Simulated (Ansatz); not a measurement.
One crystal and one scan (energy against volume) at two levels, r2SCAN+rVV10 (plane waves to 500 eV, PAW, scalar-relativistic; Ansatz, a program for electronic structure) and PBEsol-D3(BJ) (plane waves to 420 eV, PAW, scalar-relativistic; Ansatz), each from its own relaxed cell and on its own mesh. The cell shown is that of r2SCAN+rVV10.

C (graphite type, space group P6_3/mmc)

```
C
1.0
    2.45536     0.00000     0.00000
   -1.22768     2.12640     0.00000
    0.00000     0.00000     6.67065
C
4
Cartesian
  0.00000   0.00000   1.66766
  0.00000   0.00000   5.00299
  0.00000   1.41760   1.66766
  1.22768   0.70880   5.00299
```

This relaxed cell (volume V₀) is scaled evenly in all directions, its shape held. Symmetry pins the atoms to their sites.

Energies are smeared free energies. C was relaxed with its symmetry unable to fall. With the shape held, the modulus is that of even scaling; a crystal free to change shape is softer. Percentages come from the unrounded values.

| quantity | r2SCAN+rVV10 | PBEsol-D3(BJ) | r2SCAN+rVV10 − PBEsol-D3(BJ) |
|---|---|---|---|
| Lattice constant a (Å) | 2.455 | 2.458 | -0.003 (-0.1 %) |
| Lattice constant c (Å) | 6.671 | 6.565 | +0.106 (+1.6 %) |
| Relaxed volume (Å³/atom) | 8.71 | 8.59 | +0.12 (+1.4 %) |
| Bulk modulus at fixed cell shape B₀ (third-order Birch-Murnaghan fit) (GPa) | 290.7 | 302.3 | -11.6 (-3.8 %) |
| Pressure derivative B₀′ (fit) | 3.5 | 3.8 | -0.3 (-6 %) |

r2SCAN+rVV10 gives the higher value for: lattice constant c; relaxed volume. r2SCAN+rVV10 gives the lower value for: bulk modulus at fixed cell shape B₀; pressure derivative B₀′. They agree on: lattice constant a (within 0.2 %).

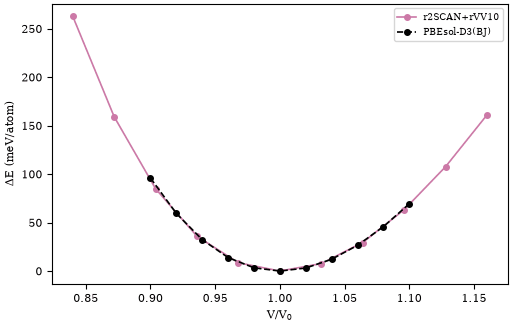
Figure: ΔE, each from the relaxed starting cell of its own level.

(A scan under strain: stresses follow from slopes of the energy per volume, elastic moduli from its curvatures.)
